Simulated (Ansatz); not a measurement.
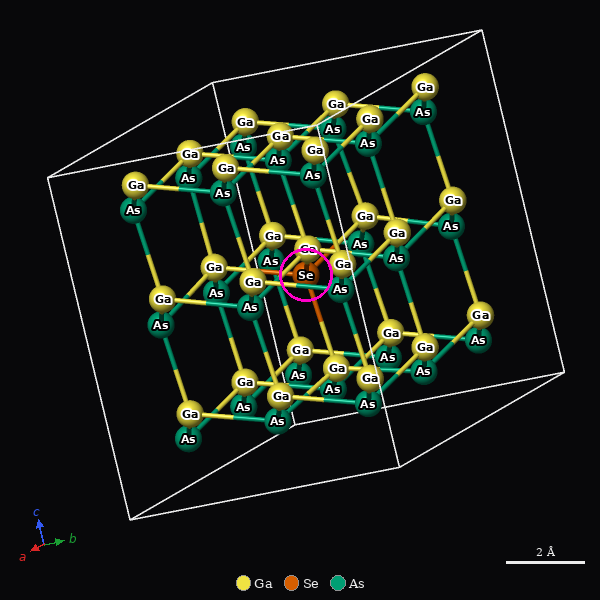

The figure gives a ball-and-stick picture of the atoms, viewed slightly off an axis. Thin lines show the supercell, with boundary atoms drawn in all their periodic places. The host is GaAs, in a cell of 54 sites, and the cell carries a charge of +1. A ring marks the defect's site.

### What imperfection does the supercell contain?

Selenium on an arsenic site (a substitutional impurity). It is bonded to four Ga in a tetrahedral arrangement at about 2.5 Å.

The atoms were relaxed in the host's cell with DFT LDA, scalar-relativistic, plane waves, PAW in Ansatz 0.2.0.
